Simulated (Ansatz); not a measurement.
## A ladder of methods for C2H5ClSi (SMILES ClC1C[SiH2]1)

C2H5ClSi: 9 atoms, total charge 0, spin state singlet. As SMILES, `ClC1C[SiH2]1`. Geometry: optimised at PBE0/def2-SVP.

```xyz
9

Cl   -0.6139   -0.4191   -2.2670
C    -0.4375    0.3762   -0.6965
C     0.9304    0.3079   -0.0188
Si   -0.4234   -0.5811    0.9105
H    -0.9074    1.3657   -0.7156
H     1.6688   -0.3261   -0.5229
H     1.3542    1.2565    0.3301
H    -0.4531   -2.0608    0.8454
H    -1.0292    0.0346    2.1176
```

Quantity: the dissociation energy of the H7–C3 bond into doublet H and doublet C2H4ClSi (shapes relaxed at PBE0/def2-SVP, no zero-point term), in eV. The values are calculated.

```csv
level,kind,program,value (eV),CPU time (all runs)
HF/def2-SVP,Hartree–Fock,Ansatz,3.71,2.1 s
PBE/def2-SVP,GGA,Ansatz,4.47,3.7 s
B3LYP/def2-SVP,global hybrid,Ansatz,4.56,5.5 s
wB97M-V/def2-SVP,range-separated hybrid,Ansatz,4.74,20 s
MP2/def2-SVP,perturbation theory,Ansatz,4.62,2.5 s
```

Correlated wave functions underbind in double-zeta sets. The values span 3.71 to 4.74 eV. Hartree–Fock misses the correlation of the electron pair that is broken and comes out low. Measured bond enthalpies also hold zero-point and thermal terms, a few tenths of an eV less. In so small a basis fixed costs decide the times, and correlated methods can beat functionals. Times are those of the runs behind each value, whatever else they computed, on shared processors of several kinds: orders of magnitude only.

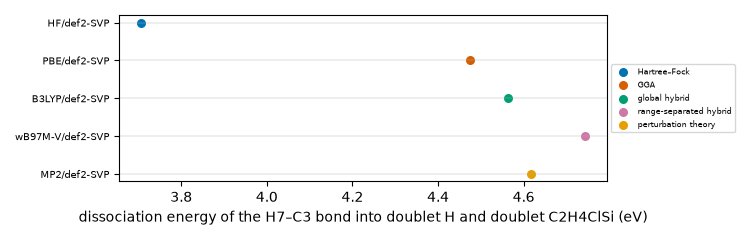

The values of the table, level by level.
